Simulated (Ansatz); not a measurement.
**AlHO2 (SMILES [O]=[Al][OH]): CCSD/STO-3G**

What is the energy change on altering one bond length of AlHO2 at CCSD/STO-3G? 

The results are computed with Ansatz 0.2.0.

62 further runs of the same task are left out: 8 that didn't finish, 54 set aside as unsound or not needed.

## (1) The system as given

The species is AlHO2 (4 atoms), meant as a singlet with charge 0. SMILES: `[O]=[Al][OH]`. The shape comes from GFN2-xTB, which is rough for such elements, and wasn't checked as a minimum.

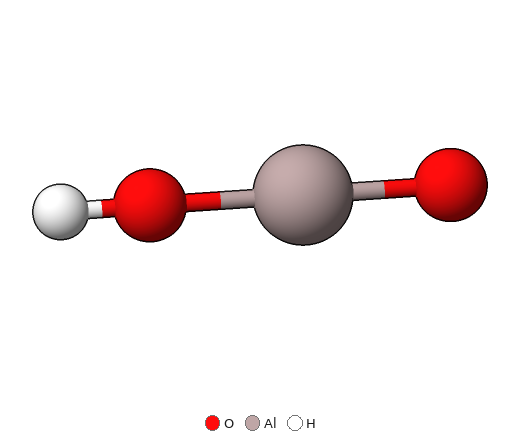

Viewed from a chosen angle; oxygen red, aluminium light grey, hydrogen white.

## (2) A single-point energy at CCSD/STO-3G

The input, molecule.yaml:

```yaml
crystal:
  periodic: [false, false, false]
  atoms:
    - {symbol: O, position_ang: [-1.605830, -1.403740, -0.651200]}
    - {symbol: Al, position_ang: [-0.474020, -0.415070, -0.191330]}
    - {symbol: O, position_ang: [0.698750, 0.609040, 0.285100]}
    - {symbol: H, position_ang: [1.381100, 1.209770, 0.557430]}
basis:
  gaussian: {orbitals: STO-3G}
correlation: {method: ccsd, frozen_orbitals: {Al: 5, H: 0, O: 1}}
accuracy: high
scf: {omitted_lower_state_checks: [cluster_reference, increment]}
```

Launch:

```bash
$ ansatz run molecule.yaml --threads 1 --pin off --max-ram 2610MiB --events-out events.jsonl --progress --plain --runs-dir runs
```

What it wrote, cut to the lines that bear on the results:

```text
Warning: RAYON_NUM_THREADS=1 ignored (pool sized by the plan → 1); use --threads N
Functional definition: HF
  name "HF"
[...]
342 factors; integrals over basis functions are off by at most 1.7e-8 eV
[...]
mean field -10535.87129175 eV, -387.1861285018 hartree, gradient 2.5e-8 eV, S^2 0.000000; 0 other end points of the search recorded, 0 dependent functions left out
7 core orbitals not correlated: weight in the atoms' cores, before any rotation towards them, 1.000 or more for the frozen orbitals, at most 0.000 for the correlated occupied ones
reference -10535.87129175 eV, -387.1861285018 hartree; 8, 8 occupied and 5, 5 virtual orbitals, 342 factors
second order -3.60387072 eV of doubles, -0.00000000 eV of singles
cycle   1  -3.26462556 eV  change    3.4e-1 eV  update   1.9e-1
[...]
cycle  24  -3.87003594 eV  change   3.6e-10 eV  update  5.7e-10
Total energy: -10539.74132769 eV, -387.3283496993 hartree
Checks for a lower state left out: cluster_reference, increment
```

Run time: 0.14 s. Hardware: 1 thread of Intel Xeon 6975P-C (Granite Rapids), shared host.

## (3) The distorted shape, same level

The input, run.yaml:

```yaml
crystal:
  periodic: [false, false, false]
  atoms:
    - symbol: O
      position_ang: [-1.776434, -1.553937, -0.719289]
    - symbol: Al
      position_ang: [-0.644624, -0.565267, -0.259419]
    - symbol: O
      position_ang: [0.528146, 0.458843, 0.217011]
    - symbol: H
      position_ang: [1.381100, 1.209770, 0.557430]
basis:
  gaussian:
    orbitals: STO-3G
correlation:
  method: ccsd
  frozen_orbitals: {Al: 5, H: 0, O: 1}
accuracy: high
scf:
  omitted_lower_state_checks: [cluster_reference, increment]
```

Launch:

```bash
$ ansatz run run.yaml --threads 1 --pin off --max-ram 2610MiB --events-out events.jsonl --progress --plain --runs-dir runs
```

What it wrote, cut to the lines that bear on the results:

```text
Warning: RAYON_NUM_THREADS=1 ignored (pool sized by the plan → 1); use --threads N
[... 2 set-up lines as earlier in the session ...]
[...]
342 factors; integrals over basis functions are off by at most 9.5e-9 eV
[...]
mean field -10534.65082984 eV, -387.1412773537 hartree, gradient 2.2e-8 eV, S^2 0.000000; 2 other end points of the search recorded, 0 dependent functions left out
7 core orbitals not correlated: weight in the atoms' cores, before any rotation towards them, 1.000 or more for the frozen orbitals, at most 0.000 for the correlated occupied ones
reference -10534.65082984 eV, -387.1412773537 hartree; 8, 8 occupied and 5, 5 virtual orbitals, 342 factors
second order -3.89584131 eV of doubles, -0.00000000 eV of singles
cycle   1  -3.61464571 eV  change    2.8e-1 eV  update   1.9e-1
[...]
cycle  26  -4.29652401 eV  change    1.4e-9 eV  update   1.7e-9
Total energy: -10538.94735385 eV, -387.2991716988 hartree
Checks for a lower state left out: cluster_reference, increment
```

It took 0.16 s on 1 thread of Intel Xeon 6975P-C (Granite Rapids), shared host.

## (4) Outcome

Level: CCSD/STO-3G, 7 core orbitals frozen.

| quantity | value |
| --- | --- |
| first shape: total energy | -387.32835 Eh |
| first shape: correlation energy (7 core orbitals frozen) | -142.2 mEh |
| first shape: T1 diagnostic | 0.034 |
| distorted shape: total energy | -387.29917 Eh |
| distorted shape: correlation energy (7 core orbitals frozen) | -157.9 mEh |
| distorted shape: T1 diagnostic | 0.034 |
| energy change with the O3–H4 bond stretched from 0.949 to 1.186 Å | 0.794 eV |

In words: With the O3–H4 bond stretched from 0.949 to 1.186 Å the energy rises by 0.79 eV (18.3 kcal/mol). The first shape isn't relaxed at this level, so the change isn't measured from a minimum. The minimal basis adds a large error of its own. The T1 diagnostic (first shape) of 0.034 is above the customary mark for such species, so a single reference may not serve. The T1 diagnostic (distorted shape) of 0.034 is above the customary mark for such species, so a single reference may not serve.
